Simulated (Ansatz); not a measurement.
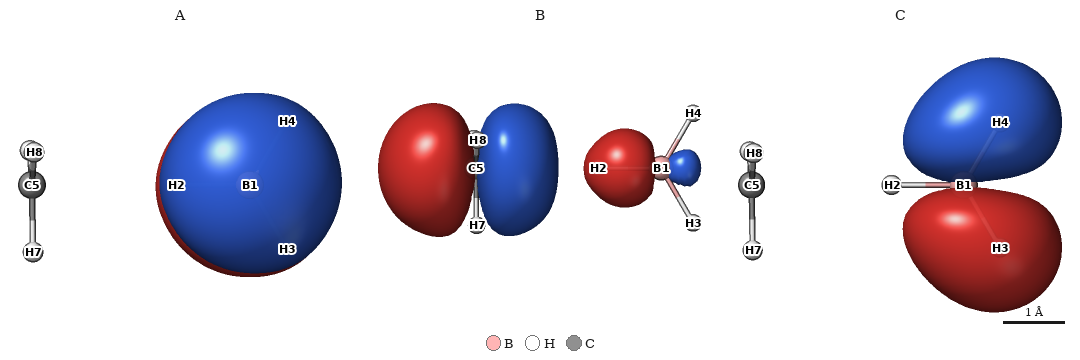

BH$_{3}$···CH$_{3}$ (doublet). Three frontier orbitals at ±0.1 Å⁻³ᐟ² (blue and red are the two phases), in no order.

All numbers below come from UKS BHLYP/def2-SVP in Ansatz.

```yaml
atoms:
  - { symbol: B, position_ang: [0.0009, -0.0002, -0.1577] }
  - { symbol: H, position_ang: [-0.0007, 0.0000, 1.0363] }
  - { symbol: H, position_ang: [1.0372, -0.0002, -0.7575] }
  - { symbol: H, position_ang: [-1.0337, -0.0003, -0.7602] }
  - { symbol: C, position_ang: [-0.0005, 0.0001, 3.3548] }
  - { symbol: H, position_ang: [-0.5858, -0.9098, 3.3532] }
  - { symbol: H, position_ang: [1.0799, -0.0509, 3.3374] }
  - { symbol: H, position_ang: [-0.4974, 0.9612, 3.3552] }
```

**Which picture is the HOMO−1, the HOMO and the LUMO? All are α orbitals.**

C is the HOMO−1 (α) (−11.18 eV). By Hirshfeld shares it lies mainly on B1 (about 45 %), H4 (about 25 %) and H3 (about 25 %). B is the HOMO (α) (−7.69 eV). Its weight (Hirshfeld) is mainly on C5 (about 75 %). A is the LUMO (α) (−0.69 eV). By Hirshfeld shares it lies mainly on B1 (about 75 %), H4 (about 10 %), H3 (about 10 %) and H2 (about 10 %).

**What is the gap between the highest occupied and lowest empty α orbitals?**

7.00 eV between the orbital energies.
